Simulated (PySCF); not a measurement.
# Spin–spin coupling calculation, with input and output: CH$_{8}$Ge$_{2}$

CH$_{8}$Ge$_{2}$, computed with OLYP/6-311G** indirect spin-spin coupling, non-relativistic, gas phase (PySCF 2.14.0).

Some settings of this run were made unusual or wrong on purpose. The geometry comes from this level: GFN2-xTB, altered.

Figures and captions count atoms from 1; the log counts them from 0 in places.

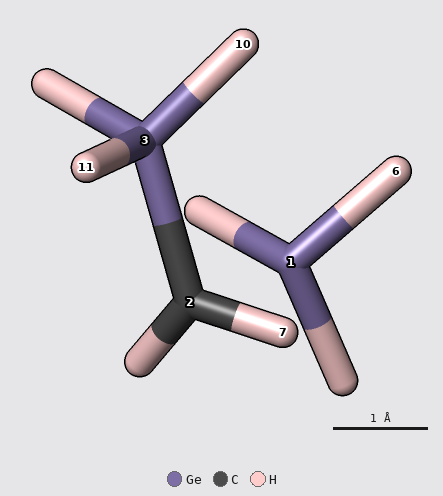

The structure (stick view, seen at a tilt; atoms are numbered from 1 in the order of the input). Sticks mark near contacts. Bond lengths as drawn: C–Ge 1.82 Å, C–H 1.05 Å and Ge–H 1.49 to 1.50 Å.

**Input file**
```
{"job": {"kind": "j", "xc": "OLYP", "basis": "6-311G**", "scf": {"max_cycle": 98}}, "charge": 0, "multiplicity": 1}
Ge     1.520610     0.644451     0.006528
C     -0.195556    -1.235148    -0.195905
Ge    -1.641857    -0.158601     0.077544
H      2.912706     0.116627    -0.173497
H      1.300769     1.699724    -1.027623
H      1.456676     1.304279     1.345372
H      0.411378    -1.563606     0.601563
H      0.300995    -1.278512    -1.124691
H     -1.996194     0.862226    -0.953933
H     -1.841523     0.466748     1.419672
H     -2.618617    -1.289272    -0.047709
```

The first line tells a small driver script what to run in PySCF; the rest is the geometry in Å.

Launched with:
```bash
OMP_NUM_THREADS=1 python <driver script> task.json out
```

**Output**
```
final grid: 80264 points
cycle   1  E = -4197.7296615207  dE = -3.770e+00  |g| = 2.439e+00  |ddm| = 2.490e+00
cycle   2  E = -4197.1509164356  dE =  5.787e-01  |g| = 2.137e+00  |ddm| = 1.926e+00
cycle   3  E = -4197.4000336544  dE = -2.491e-01  |g| = 1.403e+00  |ddm| = 2.273e+00
cycle   4  E = -4197.8480452364  dE = -4.480e-01  |g| = 4.687e-01  |ddm| = 1.377e+00
cycle   5  E = -4197.8875794513  dE = -3.953e-02  |g| = 2.176e-01  |ddm| = 6.000e-01
cycle   6  E = -4197.9028350845  dE = -1.526e-02  |g| = 2.773e-02  |ddm| = 2.559e-01
cycle   7  E = -4197.9032009082  dE = -3.658e-04  |g| = 7.984e-03  |ddm| = 5.163e-02
cycle   8  E = -4197.9032202265  dE = -1.932e-05  |g| = 3.894e-03  |ddm| = 9.741e-03
cycle   9  E = -4197.9032239163  dE = -3.690e-06  |g| = 8.355e-04  |ddm| = 2.753e-03
cycle  10  E = -4197.9032240943  dE = -1.780e-07  |g| = 1.744e-04  |ddm| = 8.258e-04
cycle  11  E = -4197.9032241028  dE = -8.427e-09  |g| = 4.208e-05  |ddm| = 1.883e-04
cycle  12  E = -4197.9032241033  dE = -5.475e-10  |g| = 7.987e-06  |ddm| = 4.805e-05
converged SCF energy = -4197.9032241033

Indirect spin-spin couplings (Hz)
  i      j    bonds     total        FC       PSO       DSO        SD
  1 C    3 H    2     -0.136    -0.009     0.141    -0.268         -
  1 C    4 H    2      0.928     1.083     0.163    -0.318         -
  1 C    5 H    2      0.924     1.080     0.163    -0.319         -
  1 C    6 H    1    141.466   139.334     0.771     1.361         -
  1 C    7 H    1    141.831   139.712     0.759     1.360         -
  1 C    8 H    2     -0.965    -0.216     0.243    -0.992         -
  1 C    9 H    2     -0.958    -0.210     0.243    -0.991         -
  1 C   10 H    2     11.886    11.974    -0.018    -0.070         -
  3 H    4 H    2      5.161     8.232     1.372    -4.443         -
  3 H    5 H    2      5.203     8.279     1.373    -4.449         -
  3 H    6 H    3      0.824     1.016    -0.139    -0.054         -
  3 H    7 H    3      0.837     1.023    -0.142    -0.043         -
  3 H    8 H    4      0.480     2.078     0.746    -2.343         -
  3 H    9 H    4      0.481     2.080     0.746    -2.345         -
  3 H   10 H    4      8.394     9.840     0.813    -2.259         -
  4 H    5 H    2      4.355     7.378     1.354    -4.377         -
  4 H    6 H    3     -4.563    -2.312     1.141    -3.393         -
  4 H    7 H    3     -0.147     0.121    -0.090    -0.178         -
  4 H    8 H    4      1.188     0.036    -0.529     1.681         -
  4 H    9 H    4     -0.567     0.055     0.319    -0.942         -
  4 H   10 H    4     -2.097    -0.503     0.798    -2.391         -
  5 H    6 H    3     -0.136     0.130    -0.093    -0.173         -
  5 H    7 H    3     -4.560    -2.308     1.142    -3.393         -
  5 H    8 H    4     -0.566     0.059     0.320    -0.946         -
  5 H    9 H    4      1.187     0.037    -0.528     1.678         -
  5 H   10 H    4     -2.090    -0.496     0.797    -2.391         -
  6 H    7 H    2     -4.305    -5.921     3.034    -1.419         -
  6 H    8 H    3     10.014    12.363     1.755    -4.105         -
  6 H    9 H    3      0.817     1.208     0.364    -0.755         -
  6 H   10 H    3      0.209     0.648     0.964    -1.403         -
  7 H    8 H    3      0.783     1.179     0.371    -0.767         -
  7 H    9 H    3     10.023    12.367     1.755    -4.099         -
  7 H   10 H    3      0.207     0.644     0.966    -1.403         -
  8 H    9 H    2      4.300     7.308     1.322    -4.330         -
  8 H   10 H    2     -4.164    -1.098     1.304    -4.370         -
  9 H   10 H    2     -4.146    -1.076     1.305    -4.375         -
```

**What the run reported**

- outcome: converged
- total energy: −4197.903224 hartree
- HOMO: −5.76 eV
- LUMO: −2.04 eV
- dipole moment: 1.15 D
- hardware: 1 CPU thread, shared host
- wall time: 26 s
- peak memory: 0.5 GiB

Some settings of this run were drawn to be unusual or wrong. It converged; results that depend on the unusual settings are not reference values. Spin–orbit coupling is left out, which matters for the heavy atoms.
